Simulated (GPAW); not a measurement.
## SiC (P6_3mc): G0W0 on several meshes in GPAW

How does the mesh move the gap of SiC (P6_3mc)?

Method: PBE and many-body steps on it, plane waves, in GPAW 26.7.0.

**1. The starting structure**

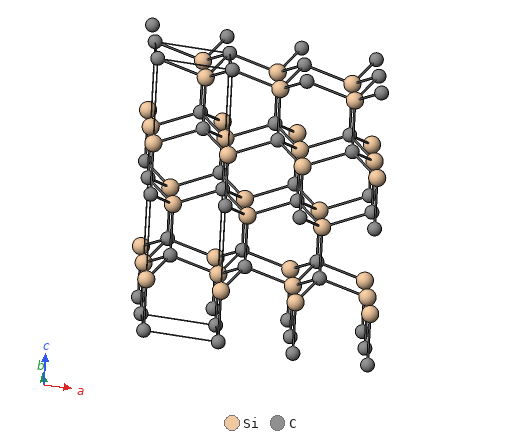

The starting structure, seen slightly off an axis (silicon light orange, carbon grey). 3×2×1 cells are drawn. Bonds to atoms that aren't drawn are left out. Some periodic images of atoms are drawn too.

As a file:

```xyz
8
Lattice="3.0757 0.0000 0.0000 -1.5378 2.6636 0.0000 0.0000 0.0000 10.0706" Properties=species:S:1:pos:R:3 pbc="T T T"
Si    1.5378    0.8879    9.4447
Si    0.0000    1.7758    4.4094
Si    0.0000    0.0000    6.9275
Si    0.0000    0.0000    1.8922
C     1.5378    0.8879    7.5510
C     0.0000    1.7758    2.5157
C     0.0000    0.0000    5.0400
C     0.0000    0.0000    0.0046
```

The cell and positions are those that the Materials Project relaxed with its own functionals (PBE, PBE+U or r2SCAN), kept fixed.

**2. Empty states on the mesh, 3×3×2 mesh, 287 bands**

This step: GPAW 26.7.0; DFT, PBE, plane waves, PAW.

The sums over transitions need many empty states on a uniform mesh; this step solves for them.

Contents of run.py:

```python
import json
import numpy as np
from gpaw.mpi import world
from gpaw import GPAW

calc = GPAW('gs.gpw').fixed_density(kpts={'size': (3, 3, 2), 'gamma': True},
    parallel={'domain': 1, 'band': 1},
    txt='nscf.txt')
calc.diagonalize_full_hamiltonian(nbands=287)
calc.write('full.gpw', mode='all')
res = {}
kpts = calc.get_ibz_k_points()
res['kpts'] = kpts
res['eigenvalues'] = [calc.get_eigenvalues(kpt=k) for k in range(len(kpts))]
res['n_electrons'] = calc.get_number_of_electrons()

if world.rank == 0:
    with open('result.json', 'w') as f:
        json.dump(res, f, default=lambda x: x.tolist())
```

Launch:

```
$ mpirun -n 4 gpaw python run.py
```

Numbers of over 12 decimals in the logs are rounded to 6 here.

Log:

```text
Diagonalizing LCAO Hamiltonian
Converting LCAO to pw mode
convergence criteria:
- Maximum integral of absolute [eigenst]ate change: 4e-08 eV^2 / valence electron
maximum number of iterations: 100

SCF iterations
|iter     |     time |      energy | eigst |  dens |
|iter:   1|  |             | +0.88 |       |
|iter:   2|  |             | -0.38 |       |
|iter:   3|  |             | -1.18 |       |
[...]
|iter:  21|  |             | -7.02 |       |
|iter:  22|  |             | -7.22 |       |
|iter:  23|  |             | -7.41c|       |
SCF steps: 23
  __  _  _
 | _ |_)|_||  |
 |__||  | ||/\| - 26.7.0

Input parameters:
  mode=PW(ecut=600.0),
  convergence={'density': 1e-06, 'bands': -3},
  gpts=array([18, 18, 60]),
  kpts=MonkhorstPack(size=(3, 3, 2), gamma=True),
  maxiter=100,
  nbands=26,
  occupations=Occupations(name='fermi-dirac', width=0.001, fixmagmom=False),
  parallel={'domain': 1, 'band': 1},
  xc=XC(name='PBE')
Matrix size: 2765x2765
# Writing to full.gpw (mode='all')
  [... matrices ...]

timing:  # [seconds]
  Total: 41.059  # ━━━━━━━━━━━━━━━━━━━━━━━━━━━━━━━━━━━━━━━━━━━━━━━━━━━━━━━━━━
```

Elapsed: 50 s, on 4 MPI ranks of Arm Neoverse V1, shared host; peak memory 2.6 GiB; 3.3 min of CPU time.

Numbers from this step:

| Quantity | Value |
| --- | --- |
| gap | 3.003 eV |
| k of the valence top | 0, 0, 0 |
| k of the conduction bottom | 0.3333, 0, 0 |
| least direct gap | 3.848 eV |
| k points computed | 6 |
| lowest point of the top converged band, above the valence top | 115.3744 eV |

On this mesh the gap is 3.003 eV.

**3. 3×3×2**

G0W0 replaces the xc potential by the self-energy, built once from these orbitals. Only a window of levels is corrected, while the sums run over the empty bands that the input names.

This step: G0W0 on PBE, plane waves, PAW.

Contents of run.py:

```python
import json
import numpy as np
from gpaw.mpi import world
from gpaw.response.g0w0 import G0W0

gw = G0W0('full.gpw',
    filename='gw',
    kpts=[0, 2],
    bands=(14, 18),
    ecut=78,
    nbands=129,
    integrate_gamma='WS',
    ppa=True)
gw.calculate()
res = {mode: {k: v for k, v in r.items() if k != 'sigma_eskwn'}
       for mode, r in gw.all_results.items()}

if world.rank == 0:
    with open('result.json', 'w') as f:
        json.dump(res, f, default=lambda x: x.tolist())
```

Launch:

```
$ mpirun -n 4 gpaw python run.py
```

Log:

```text
Using integrator: PointIntegrator
FrequencyGridDescriptor(from 0.000+0.000j to 0.000+27.211j eV, 2 points)
Nonperiodic BCs:  [False False False]
Using integrator: PointIntegrator
FrequencyGridDescriptor(from 0.000+0.000j to 0.000+27.211j eV, 2 points)
Nonperiodic BCs:  [False False False]
  ___  _ _ _
 |   || | | |
 | | || | | |
 |__ ||_____|
 |___|

BZ k-points: Symmetries present (total): 6

  [... matrices ...]
18 k-points: 3 x 3 x 2 Monkhorst-Pack grid + [0.000000,0.000000,1/4]
6 k-points in the irreducible part of the Brillouin zone
       k-points in crystal coordinates                weights
   0:     0.00000000    0.00000000    0.00000000          1/18
   1:     0.00000000    0.00000000    0.50000000          1/18
   2:     0.33333333    0.00000000    0.00000000          6/18
   3:     0.33333333    0.00000000    0.50000000          6/18
   4:     0.33333333    0.33333333    0.00000000          2/18
   5:     0.33333333    0.33333333    0.50000000          2/18

Distributing spins, k-points and bands (1 x 2 x 4) over 4 processes
Number of blocks: 1

Quasi particle states:
k-points (IBZ indices): [0, 2]
Band range: (14, 18)
  [... matrices ...]
Computational parameters:
Plane wave cut-off: 78 eV
Number of bands: 129
Coulomb cutoff: None
Broadening: 0.1 eV

fxc modes: GW
Kernel: RPA
Using Godby-Needs plasmon-pole approximation:
  Fitting energy: i*E0, E0 = 1.000 Hartree
Summing all q:

Calculating screened Coulomb potential
No Coulomb truncation
FrequencyGridDescriptor(from 0.000+0.000j to 0.000+27.211j eV, 2 points)
Removing empty qpoint cache files...

Calculating chi0 body with:
    Ground state adapter containing:
    Number of spins: 1
    Number of kpoints: 18
    Number of irreducible kpoints: 6
    Number of completely occupied states: 16
    Number of partially occupied states: 16
    Occupied states memory: 4.74609375 M / cpu

    Linear response parametrization:
    q_c: [0.0, 0.0, 0.0]
    Number of frequency points: 2
    Planewave cutoff: 78.0
    Number of bands: 129
    Number of planewaves: 135
    Broadening (eta): 1e-06
    comm.size: 4
    kncomm.size: 4
    blockcomm.size: 1

    Memory estimate of potentially large arrays:
        chi0_wGG: 0.556183 M / cpu
Integrating chi0 body.

Symmetries of q_c:
    Direct symmetries (Uq -> q): 6
    Indirect symmetries (TUq -> q): 6
In total 12 allowed symmetries.

  [... matrices ...]
6 groups of equivalent kpoints. 66.666667% reduction.

Integral kind: response function
Integrating chi0 head and wings.

Symmetries of q_c:
    Direct symmetries (Uq -> q): 6
    Indirect symmetries (TUq -> q): 6
In total 12 allowed symmetries.

  [... matrices ...]
6 groups of equivalent kpoints. 66.666667% reduction.

Integral kind: response function wings

Calculating chi0 body with:
    Ground state adapter containing:
    Number of spins: 1
    Number of kpoints: 18
    Number of irreducible kpoints: 6
    Number of completely occupied states: 16
    Number of partially occupied states: 16
    Occupied states memory: 4.74609375 M / cpu

[... the further q-points ...]

Results:
f:      Occupation numbers
eps:     KS-eigenvalues [eV]
vxc:     KS vxc [eV]
exx:     Exact exchange [eV]
sigma:   Self-energies [eV]
dsigma:  Self-energy derivatives
Z:       Renormalization factors
qp:      QP-energies [eV]

k-point 0 (0): (0.000, 0.000, 0.000)                GW
band       f     eps     vxc     exx   sigma  dsigma       Z      qp
                                                                   GW
  14   1.000   8.354 -15.781 -18.689   2.735  -0.248   0.802   8.215
  15   1.000   8.354 -15.780 -18.689   2.735  -0.248   0.802   8.215
  16   0.000  13.470 -14.475  -8.809  -4.563  -0.231   0.812  14.366
  17   0.000  14.053 -14.449  -8.646  -4.667  -0.233   0.811  14.974

k-point 1 (2): (0.333, 0.000, 0.000)                GW
band       f     eps     vxc     exx   sigma  dsigma       Z      qp
                                                                   GW
  14   1.000   6.982 -15.170 -18.000   2.544  -0.247   0.802   6.753
  15   1.000   7.509 -15.696 -18.854   2.863  -0.251   0.800   7.273
  16   0.000  11.357 -12.144  -7.271  -4.128  -0.215   0.823  11.970
  17   0.000  11.594 -11.857  -7.022  -4.107  -0.216   0.822  12.193
```

It took 21 s on 4 MPI ranks; peak memory 1.2 GiB.

This step gave:

| Quantity | Value |
| --- | --- |
| G0W0 gap on the points computed | 3.755 eV |
| least direct G0W0 gap on the computed points | 4.697 eV |
| Z at the valence top | 0.8016 |
| Z at the conduction bottom | 0.8230 |
| starting gap on the mesh | 3.003 eV |
| k of the valence top | 0, 0, 0 |
| k of the conduction bottom | 0.3333, 0, 0 |

The gap on the mesh goes from 3.00 eV to 3.76 eV, a correction of +0.75 eV.

**4. Empty states on the mesh, 3×3×1 mesh, 139 bands**

This step: DFT, PBE, plane waves, PAW.

Contents of run.py:

```python
import json
import numpy as np
from gpaw.mpi import world
from gpaw import GPAW

calc = GPAW('gs.gpw').fixed_density(kpts={'size': (3, 3, 1), 'gamma': True},
    nbands=162,
    convergence={'bands': 139},
    txt='nscf.txt')
calc.write('full.gpw', mode='all')
res = {}
kpts = calc.get_ibz_k_points()
res['kpts'] = kpts
res['eigenvalues'] = [calc.get_eigenvalues(kpt=k) for k in range(len(kpts))]
res['n_electrons'] = calc.get_number_of_electrons()

if world.rank == 0:
    with open('result.json', 'w') as f:
        json.dump(res, f, default=lambda x: x.tolist())
```

Launch:

```
$ mpirun -n 4 gpaw python run.py
```

Log:

```text
Diagonalizing LCAO Hamiltonian
Converting LCAO to pw mode
convergence criteria:
- Maximum integral of absolute [eigenst]ate change: 4e-08 eV^2 / valence electron
maximum number of iterations: 100

SCF iterations
|iter     |     time |      energy | eigst |  dens |
|iter:   1|  |             | +4.21 |       |
|iter:   2|  |             | +3.05 |       |
|iter:   3|  |             | +1.97 |       |
[...]
|iter:  14|  |             | -7.10 |       |
|iter:  15|  |             | -7.38 |       |
|iter:  16|  |             | -7.80c|       |
SCF steps: 16
  __  _  _
 | _ |_)|_||  |
 |__||  | ||/\| - 26.7.0

Input parameters:
  mode=PW(ecut=600.0),
  convergence={'bands': 139},
  gpts=array([18, 18, 60]),
  kpts=MonkhorstPack(size=(3, 3, 1), gamma=True),
  maxiter=100,
  nbands=162,
  occupations=Occupations(name='fermi-dirac', width=0.001, fixmagmom=False),
  parallel={},
  xc=XC(name='PBE')
# Writing to full.gpw (mode='all')
  [... matrices ...]

timing:  # [seconds]
  Total: 0.049  # ━━━━━━━━━━━━━━━━━━━━━━━━━━━━━━━━━━━━━━━━━━━━━━━━━━━━━━━━━━━
```

Elapsed: 18 s, on 4 MPI ranks; peak memory 0.69 GiB; 70 s of CPU time.

This step gave:

```
gap                                                           : 3.003 eV
k of the valence top                                          : 0, 0, 0
k of the conduction bottom                                    : 0.3333, 0, 0
least direct gap                                              : 3.848 eV
k points computed                                             : 3
lowest point of the top converged band, above the valence top : 64.2536 eV
```

On this mesh the gap is 3.003 eV.

**5. 3×3×1**

This step: G0W0 on PBE, plane waves, PAW.

Contents of run.py:

```python
import json
import numpy as np
from gpaw.mpi import world
from gpaw.response.g0w0 import G0W0

gw = G0W0('full.gpw',
    filename='gw',
    kpts=[0, 1],
    bands=(14, 18),
    ecut=78,
    nbands=129,
    integrate_gamma='WS',
    ppa=True)
gw.calculate()
res = {mode: {k: v for k, v in r.items() if k != 'sigma_eskwn'}
       for mode, r in gw.all_results.items()}

if world.rank == 0:
    with open('result.json', 'w') as f:
        json.dump(res, f, default=lambda x: x.tolist())
```

Launch:

```
$ mpirun -n 4 gpaw python run.py
```

Log:

```text
Using integrator: PointIntegrator
FrequencyGridDescriptor(from 0.000+0.000j to 0.000+27.211j eV, 2 points)
Nonperiodic BCs:  [False False False]
Using integrator: PointIntegrator
FrequencyGridDescriptor(from 0.000+0.000j to 0.000+27.211j eV, 2 points)
Nonperiodic BCs:  [False False False]
  ___  _ _ _
 |   || | | |
 | | || | | |
 |__ ||_____|
 |___|

BZ k-points: Symmetries present (total): 6

  [... matrices ...]
9 k-points: 3 x 3 x 1 Monkhorst-Pack grid
3 k-points in the irreducible part of the Brillouin zone
       k-points in crystal coordinates                weights
   0:     0.00000000    0.00000000    0.00000000          1/9
   1:     0.33333333    0.00000000    0.00000000          6/9
   2:     0.33333333    0.33333333    0.00000000          2/9

Distributing spins, k-points and bands (1 x 2 x 4) over 4 processes
Number of blocks: 1

Quasi particle states:
k-points (IBZ indices): [0, 1]
Band range: (14, 18)
  [... matrices ...]
Computational parameters:
Plane wave cut-off: 78 eV
Number of bands: 129
Coulomb cutoff: None
Broadening: 0.1 eV

fxc modes: GW
Kernel: RPA
Using Godby-Needs plasmon-pole approximation:
  Fitting energy: i*E0, E0 = 1.000 Hartree
Summing all q:

Calculating screened Coulomb potential
No Coulomb truncation
FrequencyGridDescriptor(from 0.000+0.000j to 0.000+27.211j eV, 2 points)
Removing empty qpoint cache files...

Calculating chi0 body with:
    Ground state adapter containing:
    Number of spins: 1
    Number of kpoints: 9
    Number of irreducible kpoints: 3
    Number of completely occupied states: 16
    Number of partially occupied states: 16
    Occupied states memory: 4.74609375 M / cpu

    Linear response parametrization:
    q_c: [0.0, 0.0, 0.0]
    Number of frequency points: 2
    Planewave cutoff: 78.0
    Number of bands: 129
    Number of planewaves: 135
    Broadening (eta): 1e-06
    comm.size: 4
    kncomm.size: 4
    blockcomm.size: 1

    Memory estimate of potentially large arrays:
        chi0_wGG: 0.556183 M / cpu
Integrating chi0 body.

Symmetries of q_c:
    Direct symmetries (Uq -> q): 6
    Indirect symmetries (TUq -> q): 6
In total 12 allowed symmetries.

  [... matrices ...]
3 groups of equivalent kpoints. 66.666667% reduction.

Integral kind: response function
Integrating chi0 head and wings.

Symmetries of q_c:
    Direct symmetries (Uq -> q): 6
    Indirect symmetries (TUq -> q): 6
In total 12 allowed symmetries.

  [... matrices ...]
3 groups of equivalent kpoints. 66.666667% reduction.

Integral kind: response function wings

Calculating chi0 body with:
    Ground state adapter containing:
    Number of spins: 1
    Number of kpoints: 9
    Number of irreducible kpoints: 3
    Number of completely occupied states: 16
    Number of partially occupied states: 16
    Occupied states memory: 4.74609375 M / cpu

[... the further q-points ...]

Results:
f:      Occupation numbers
eps:     KS-eigenvalues [eV]
vxc:     KS vxc [eV]
exx:     Exact exchange [eV]
sigma:   Self-energies [eV]
dsigma:  Self-energy derivatives
Z:       Renormalization factors
qp:      QP-energies [eV]

k-point 0 (0): (0.000, 0.000, 0.000)                GW
band       f     eps     vxc     exx   sigma  dsigma       Z      qp
                                                                   GW
  14   1.000   8.354 -15.781 -18.685   2.740  -0.248   0.801   8.222
  15   1.000   8.354 -15.780 -18.685   2.740  -0.248   0.801   8.222
  16   0.000  13.470 -14.475  -8.801  -4.575  -0.231   0.812  14.363
[...]
k-point 1 (1): (0.333, 0.000, 0.000)                GW
band       f     eps     vxc     exx   sigma  dsigma       Z      qp
                                                                   GW
[...]
16   0.000  11.357 -12.144  -7.256  -4.149  -0.215   0.823  11.965
  17   0.000  11.594 -11.857  -6.991  -4.142  -0.217   0.822  12.188
```

Run time: 10 s. Hardware: 4 MPI ranks; peak memory 1.1 GiB; 40 s of CPU time.

This step gave:

* G0W0 gap on the points computed: 3.743 eV
* least direct G0W0 gap on the computed points: 4.686 eV
* Z at the valence top: 0.8015
* Z at the conduction bottom: 0.8228
* starting gap on the mesh: 3.003 eV
* k of the valence top: 0, 0, 0
* k of the conduction bottom: 0.3333, 0, 0

Against G0W0 in GPAW (3×3×2 mesh, 129 bands, screening to 78 eV, Godby-Needs plasmon pole), the gap moves by −0.012 eV.

**6. Side by side**

Times are wall times on 4 MPI ranks of Arm Neoverse V1, shared host, good to a factor of about two.

| run | mesh | bands | screening cutoff (eV) | DFT gap (eV) | gap on the mesh (eV) | direct (eV) | time |
| --- | --- | --- | --- | --- | --- | --- | --- |
| 3×3×2 | 3×3×2 | 129 | 78 | 3.003 | 3.755 | 4.697 | 21 s |
| 3×3×1 | 3×3×1 | 129 | 78 | 3.003 | 3.743 | 4.686 | 10 s |

**7. What came out**

```yaml
3x3x2: 3.755 eV
3x3x1: 3.743 eV
known_limits: not at the basis limit; coarse k mesh
```

**Reading.** 3×3×1: −0.012 eV against 3×3×2. Bands and cutoff are finite, so the gap is not at the basis limit. The miss can reach some tenths of an eV and take either sign; the mesh is an error of its own. These stock PAW sets were not made for GW. In the G0W0 runs levels were corrected at 2 k points alone, so a gap called «on the mesh» is the least over those, and an edge elsewhere would be missed. A denser mesh or path gives a starting gap of 2.22 eV: the GW mesh misses a band edge, so its gaps are not the fundamental one. The 3×3×2 mesh is coarse for this cell, which bears on the long-range parts of exchange and screening.

[Paths, hosts, dates, memory and timing lines, banners, echoed tables and standing remarks are left out of the program output.]

[Logs are printed without paths, hosts, clocks, repeated set-up lines and the standing remarks that a program may print on its own settings, such as how far it seeks lower states.]

[Runs of the session that timed out or met a known fault of the program may be left out.]

[Hosts, paths, dates, database ids (printed as entryN), source tags and the programs' standing remarks are cut or masked in the printed files.]
